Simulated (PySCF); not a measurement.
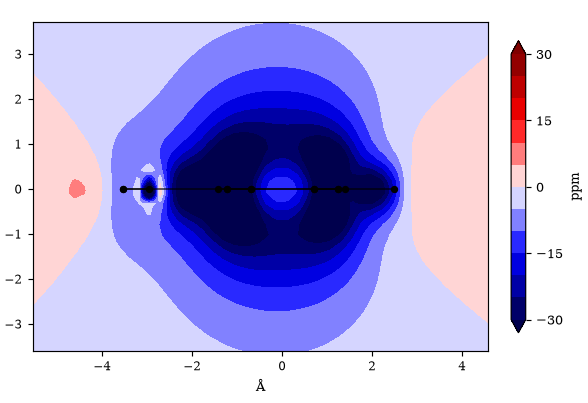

Figure 1: C₆H₇B, SMILES `Bc1ccccc1`. NICSzz (the component normal to the ring) in a plane perpendicular to the 6-membered ring C2/C3/C4/C5/C6/C7; GIAO shieldings; atoms are projected onto the map; negative values mean shielding.

Computed with PySCF, CAM-B3LYP/def2-SVP, geometry: GFN2-xTB. This is a single-reference result, which may miss multireference character in this system. No frequency check shows the geometry to be a minimum.

Geometry (Å), atoms numbered from 1:

```
B1      -2.5586    0.0001    0.0000
C2      -1.0144   -0.0000    0.0000
C3      -0.2802    1.1951    0.0000
C4       1.1014    1.1987    0.0000
C5       1.7971    0.0000    0.0000
C6       1.1013   -1.1988    0.0000
C7      -0.2802   -1.1951    0.0000
H8      -3.1455   -1.0116    0.0000
H9      -3.1454    1.0117    0.0000
H10     -0.8135    2.1351    0.0000
H11      1.6420    2.1347    0.0000
H12      2.8778   -0.0000    0.0000
H13      1.6419   -2.1347    0.0000
H14     -0.8136   -2.1351    0.0000
```

Q: What does the map say about the ring?

A: It is strongly diatropic (aromatic): NICS(0) = −7.7, NICS(1) = −11.0, NICS(1)zz = −28.4 ppm.

Run time: 100 s on 1 thread of Arm Neoverse V1, on a shared host, peak memory 0.88 GiB.
